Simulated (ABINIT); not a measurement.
# NaCl (Fm-3m): G0W0 in ABINIT against the screening cutoff in the self-energy, part 2 of 2

Wanted: the cheapest screening cutoff in the self-energy that holds the gap of NaCl (Fm-3m).

ABINIT 10.8.3; PBE and many-body steps on it, plane waves. Known limits of the many-body steps: not at the basis limit; coarse k mesh.

So far. Step 2 (Screening, 4×4×4 mesh, 80 bands, screening to 176.9 eV): Local fields lower ε∞ by 15 %. On a Γ-centred mesh this coarse the value itself is usually too large, while a short band sum pulls it down. Step 5 (2.3 Ha): The gap on the mesh goes from 5.15 eV to 7.86 eV, a correction of +2.71 eV.

The database entry behind the starting cell differs from later determinations by our own check (an axis about 0.4 % short against later determinations), so it need not match the best structure at ambient conditions.

## Step 6: 3.2 Ha

Level of this step: G0W0 on PBE, plane waves, norm-conserving pseudopotentials (ABINIT).

File run.abi:

```
acell 3*1.0 Angstrom
rprim 
  0.000000000000 2.810000000000 2.810000000000
  2.810000000000 0.000000000000 2.810000000000
  2.810000000000 2.810000000000 0.000000000000
ntypat 2
znucl 11 17
natom 2
typat 1 2
xred 
  0.000000000000 0.000000000000 0.000000000000
  0.500000000000 0.500000000000 0.500000000000
pp_dirpath "pseudos"
pseudos "Na.upf, Cl.upf"
ecut 38
ngkpt 4 4 4
nshiftk 1
shiftk 0 0 0
kptopt 1
chksymbreak 0
istwfk *1
occopt 1
irdwfk 1
optdriver 4
nband 80
gwcalctyp 0
ecutsigx 38
symsigma 1
nkptgw 1
kptgw 
  0.0000000000 0.0000000000 0.0000000000
bdgw 
  6 12
ecuteps 3.2
irdscr 1
ppmodel 1
indata_prefix "in"
outdata_prefix "out"
tmpdata_prefix "tmp"
```

Run with:

```console
> OMP_NUM_THREADS=1 mpirun -n 4 abinit run.abi > log
```

The log of the run:

```text
.Version 10.8.3 of ABINIT. v10.8.2 released Aug 2026.

 Symmetries : space group Fm -3 m (#225); Bravais cF (face-center cubic)
[... echo of the input left out ...]
== DATASET  1 ==================================================================
-   mpi_nproc: 4, omp_nthreads: 1 (-1 if OMP is not activated)

--- !DatasetInfo
iteration_state: {dtset: 1, }
dimensions: {natom: 2, nkpt: 8, mband: 80, nsppol: 1, nspinor: 1, nspden: 1, mpw: 3383, }
cutoff_energies: {ecut:  38.0, pawecutdg:  -1.0, }
[...]
10  10.523  -8.376  -3.599  -3.180   0.859  -0.164  -7.004   1.372  11.896
       11  10.523  -8.376  -3.599  -3.180   0.859  -0.164  -7.004   1.372  11.896
       12  10.523  -8.376  -3.599  -3.180   0.859  -0.164  -7.004   1.372  11.896

== END DATASET(S) ==============================================================
================================================================================

 -outvars: echo values of variables after computation  --------
           etotal      0.0000000000E+00
            nband          80
             nkpt           8
          spgroup         225
 [... the other variables as echoed above ...]

 Calculation completed.
```

Run time: 9.2 s. Hardware: 4 MPI ranks of Arm Neoverse N1, shared host; peak memory 0.39 GiB; 27 s of CPU time.

This step gave:

- G0W0 gap on the points computed: 7.88 eV
- starting gap on the mesh: 5.150 eV
- k of the valence top: 0, 0, 0
- k of the conduction bottom: 0, 0, 0
- least direct G0W0 gap on the computed points: 7.88 eV

Against the run before, the gap moves by +0.017 eV.

## Step 7: 4.9 Ha

Edit run.abi of step 6 so:

```diff
@@ -33,3 +33,3 @@
   6 12
-ecuteps 3.2
+ecuteps 4.9
 irdscr 1
```

The log of the run:

```text
.Version 10.8.3 of ABINIT. v10.8.2 released Aug 2026.

 Symmetries : space group Fm -3 m (#225); Bravais cF (face-center cubic)
[... echo of the input left out ...]
== DATASET  1 ==================================================================
-   mpi_nproc: 4, omp_nthreads: 1 (-1 if OMP is not activated)

--- !DatasetInfo
iteration_state: {dtset: 1, }
dimensions: {natom: 2, nkpt: 8, mband: 80, nsppol: 1, nspinor: 1, nspden: 1, mpw: 3383, }
cutoff_energies: {ecut:  38.0, pawecutdg:  -1.0, }
[...]
10  10.523  -8.376  -3.599  -3.174   0.858  -0.165  -7.001   1.375  11.899
       11  10.523  -8.376  -3.599  -3.174   0.858  -0.165  -7.001   1.375  11.899
       12  10.523  -8.376  -3.599  -3.174   0.858  -0.165  -7.001   1.375  11.899

== END DATASET(S) ==============================================================
================================================================================

 -outvars: echo values of variables after computation  --------
           etotal      0.0000000000E+00
            nband          80
             nkpt           8
          spgroup         225
 [... the other variables as echoed above ...]

 Calculation completed.
```

The job ended after 9.4 s (4 MPI ranks; peak memory 0.72 GiB; 30 s of CPU time).

This step gave:

* G0W0 gap on the points computed: 7.989 eV
* starting gap on the mesh: 5.150 eV
* k of the valence top: 0, 0, 0
* k of the conduction bottom: 0, 0, 0
* least direct G0W0 gap on the computed points: 7.989 eV

Against the run before, the gap moves by +0.109 eV.

## Step 8: 6.5 Ha

Edit run.abi of step 7 so:

```diff
@@ -33,3 +33,3 @@
   6 12
-ecuteps 4.9
+ecuteps 6.5
 irdscr 1
```

The log of the run:

```text
.Version 10.8.3 of ABINIT. v10.8.2 released Aug 2026.

 Symmetries : space group Fm -3 m (#225); Bravais cF (face-center cubic)
[... echo of the input left out ...]
== DATASET  1 ==================================================================
-   mpi_nproc: 4, omp_nthreads: 1 (-1 if OMP is not activated)

--- !DatasetInfo
iteration_state: {dtset: 1, }
dimensions: {natom: 2, nkpt: 8, mband: 80, nsppol: 1, nspinor: 1, nspden: 1, mpw: 3383, }
cutoff_energies: {ecut:  38.0, pawecutdg:  -1.0, }
[...]
10  10.523  -8.376  -3.599  -3.175   0.858  -0.166  -7.002   1.375  11.898
       11  10.523  -8.376  -3.599  -3.175   0.858  -0.166  -7.002   1.375  11.898
       12  10.523  -8.376  -3.599  -3.175   0.858  -0.166  -7.002   1.375  11.898

== END DATASET(S) ==============================================================
================================================================================

 -outvars: echo values of variables after computation  --------
           etotal      0.0000000000E+00
            nband          80
             nkpt           8
          spgroup         225
 [... the other variables as echoed above ...]

 Calculation completed.
```

The job ended after 14 s (4 MPI ranks; peak memory 0.77 GiB).

This step gave:

```yaml
g0w0_gap_on_the_points_computed: 7.995 eV
starting_gap_on_the_mesh: 5.150 eV
k_of_the_valence_top: 0, 0, 0
k_of_the_conduction_bottom: 0, 0, 0
least_direct_g0w0_gap_on_the_computed_points: 7.995 eV
```

Against the run before, the gap moves by +0.006 eV.

## Step 9: Side by side

Times are wall times on 4 MPI ranks of Arm Neoverse N1, shared host. The host was busy with other work, so they are no guide to cost. A run's time includes the screening step that it read.

```
   run   mesh  bands  screening cutoff (eV)  DFT gap (eV)  gap on the mesh (eV)  direct (eV)  ε∞ used  time
0.7 Ha  4×4×4     80                     19         5.150                 8.217        8.217     2.38  67 s
1.3 Ha  4×4×4     80                   35.4         5.150                 7.800        7.800     2.38  67 s
2.3 Ha  4×4×4     80                   62.6         5.150                 7.863        7.863     2.38  69 s
3.2 Ha  4×4×4     80                   87.1         5.150                 7.880        7.880     2.38  69 s
4.9 Ha  4×4×4     80                  133.3         5.150                 7.989        7.989     2.38  69 s
6.5 Ha  4×4×4     80                  176.9         5.150                 7.995        7.995     2.38  73 s
```

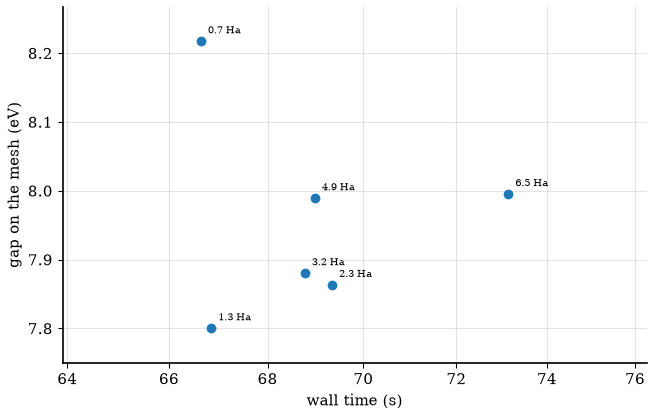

Result against wall time.

## Step 10: What came out

| Quantity | Value |
| --- | --- |
| 0.7 Ha | 8.217 eV |
| 1.3 Ha | 7.800 eV |
| 2.3 Ha | 7.863 eV |
| 3.2 Ha | 7.880 eV |
| 4.9 Ha | 7.989 eV |
| 6.5 Ha | 7.995 eV |
| known limits | not at the basis limit; coarse k mesh |

In words: The setting moved: screening cutoff in the self-energy. From 0.7 Ha to 6.5 Ha the gap moves by −0.22 eV, not steadily: it passes through 7.80 eV. It holds to 0.03 eV from 4.9 Ha on. Bands and screening cutoff are coupled, so a series along one setting does not show full convergence. Bands and cutoff are finite, so the gap is not at the basis limit. The miss can reach some tenths of an eV and take either sign; the mesh is an error of its own. In the G0W0 runs levels were corrected at 1 k point alone, so a gap called «on the mesh» is the least over those, and an edge elsewhere would be missed. The 4×4×4 mesh is coarse for this cell, which bears on the long-range parts of exchange and screening.

[Paths, hosts, dates, memory and timing lines, banners, echoed tables and standing remarks are left out of the program output.]

[Logs are printed without paths, hosts, clocks, repeated set-up lines and the standing remarks that a program may print on its own settings, such as how far it seeks lower states.]

[Runs of the session that timed out or met a known fault of the program may be left out.]

[Hosts, paths, dates, database ids (printed as entryN), source tags and the programs' standing remarks are cut or masked in the printed files.]

[G0W0 gaps are taken among the corrected bands and points alone; a level outside them can change the order at an edge.]

[Where Ansatz stands beside ABINIT at settings called matched, ABINIT's density can come from a denser mesh and the files from another edition; pairs whose starting gaps differed by over 0.03 eV were left out, so agreement reads better than it is.]
